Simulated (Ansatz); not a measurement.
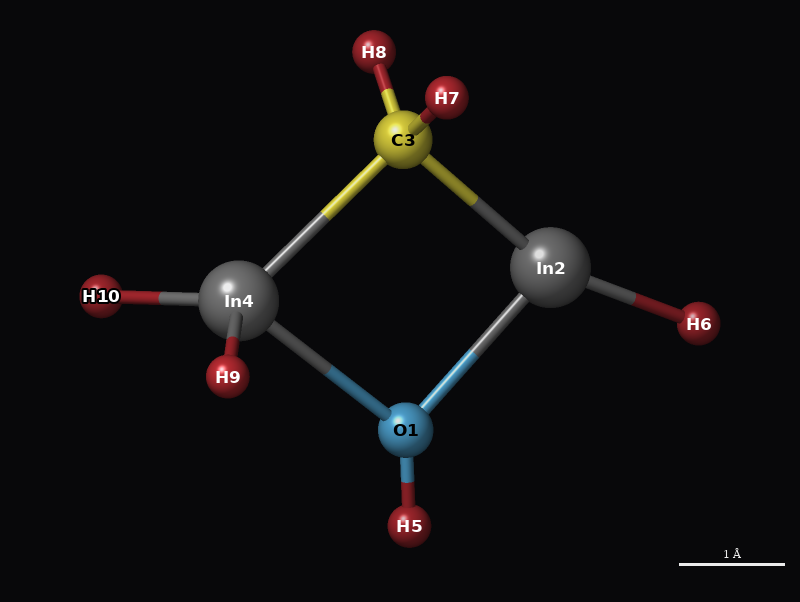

The geometry was computed by an optimisation with PBE0-D4/def2-TZVP.

Which atoms are bonded, and how long are the bonds?

```json
{"bond": "O1–In2", "length (Å)": "2.088"}
{"bond": "O1–In4", "length (Å)": "2.285"}
{"bond": "O1–H5", "length (Å)": "0.958"}
{"bond": "In2–C3", "length (Å)": "2.103"}
{"bond": "In2–H6", "length (Å)": "1.701"}
{"bond": "C3–In4", "length (Å)": "2.218"}
{"bond": "C3–H7", "length (Å)": "1.092"}
{"bond": "C3–H8", "length (Å)": "1.092"}
{"bond": "In4–H9", "length (Å)": "1.731"}
{"bond": "In4–H10", "length (Å)": "1.730"}
```
